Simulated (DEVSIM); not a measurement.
Structure: Si n-p junction from an implanted or diffused profile, at 300 K.

```
layer (left to right)  material  thickness (μm)  Na (cm⁻³)   τn (s)   τp (s)
---------------------  --------  --------------  ---------  -------  -------
1                            Si            13.0     9.3e13  0.00067  0.00067
```

Added donor profile: 5.7e18 cm⁻³ × exp(−(x − 0 μm)²/(2·(0.12 μm)²)). Left contact: ohmic. Right contact: ohmic. Voltage is applied to the left contact. Recombination: SRH at mid-gap, radiative, Auger. Mobility is constant in doping.

The device is made up for the run: typed textbook-type constants, with dimensions and the other settings drawn at random. Values at 300 K.

| parameter | Si |
|---|---|
| gap (eV) | 1.124 |
| affinity (eV) | 4.05 |
| permittivity | 11.7 |
| Nc (cm⁻³) | 2.86e19 |
| Nv (cm⁻³) | 3.1e19 |
| μn (cm²/Vs) | 1417 |
| μp (cm²/Vs) | 470 |
| B (cm³/s) | 4.7e-15 |
| Cn (cm⁶/s) | 2.8e-31 |
| Cp (cm⁶/s) | 9.9e-32 |

Model (solved in DEVSIM): 1D drift-diffusion, Boltzmann statistics, complete ionisation; no tunnelling, impact ionisation, image-force lowering or self-heating.

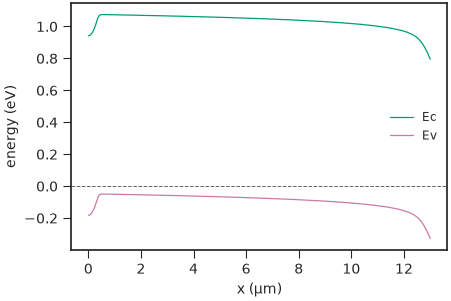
Fig. 1. Band edges at -0.9 V on the left contact

Energies count from the Fermi level of the right contact; mesh points crowd at the junctions.

```tsv
x (μm)	Ec (eV)	Ev (eV)	n (cm⁻³)	p (cm⁻³)	field (V/cm)
0.000	0.942	-0.182	5.7e18	< 1e2	32
0.02030	0.942	-0.182	5.6e18	2.5e13	360
0.04750	0.944	-0.180	5.3e18	6.2e13	850
0.08870	0.949	-0.175	4.3e18	1.3e14	1600
0.1700	0.968	-0.156	2.1e18	4.3e14	3100
0.2472	0.997	-0.127	6.8e17	1.5e15	4400
0.3240	1.035	-0.089	1.6e17	6.8e15	5200
0.4272	1.070	-0.054	3.9e16	2.7e16	1300
0.5088	1.074	-0.050	3.3e16	3.2e16	100
0.5989	1.075	-0.050	3.2e16	3.2e16	-25
0.7676	1.074	-0.050	3.2e16	3.2e16	-32
1.310	1.072	-0.052	3.0e16	3.0e16	-33
2.280	1.069	-0.055	2.8e16	2.8e16	-36
4.323	1.061	-0.063	2.2e16	2.2e16	-45
8.853	1.032	-0.092	1.0e16	1.0e16	-96
10.85	1.005	-0.119	5.1e15	5.2e15	-200
11.93	0.974	-0.150	2.2e15	2.3e15	-450
12.46	0.936	-0.188	9.5e14	8.2e14	-1200
12.80	0.865	-0.259	4.7e14	1.8e14	-3000
12.91	0.830	-0.294	3.3e14	1.2e14	-3600
12.97	0.808	-0.316	1.7e14	9.9e13	-3800
13.00	0.795	-0.329	1200000	9.3e13	-3900
```
